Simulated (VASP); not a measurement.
Input:

```
CELL_PARAMETERS angstrom
      0.00000     3.25535     3.25535
      3.25535     0.00000     3.25535
     13.01292    13.01292     0.00848
ATOMIC_POSITIONS crystal
  Hg 0.99995 0.99995 0.00004
  Hg 0.99992 0.99992 0.25006
  Hg 0.00003 0.00003 0.49998
  Te 0.24994 0.24994 0.06254
  Te 0.24982 0.24982 0.31263
  Te 0.24967 0.24967 0.56275
  Te 0.25088 0.25088 0.81184
  Cd 0.99979 0.99979 0.75015
```

These are PBEsol GGA, VASP's PBE PAW potentials (set 64) (plane waves; VASP 6.6.1) values and carry that method's errors. Numerical set-up: 400 eV cut-off, 9×9×3 Γ-centred mesh, tetrahedra with Blöchl corrections, potentials Hg Te Cd.

Unless said otherwise, spin-orbit coupling is left out, though it shifts the bands of the heavy elements here.

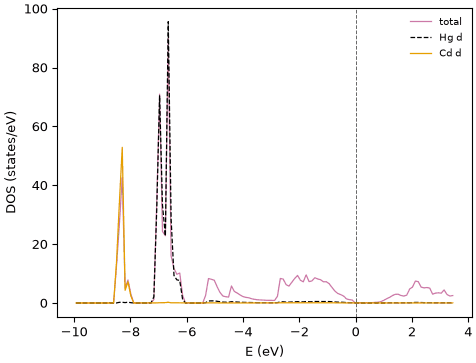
Total and projected density of states, zero at the Fermi level

Within 2 eV below the Fermi level the largest weight inside VASP's projection spheres is Te p.

It has no gap at this level: it comes out as a metal or semimetal.

The structure was generated: CdHg3Te4 was put into an ordered model structure (R3m), which need not be its known phase. It was relaxed first.
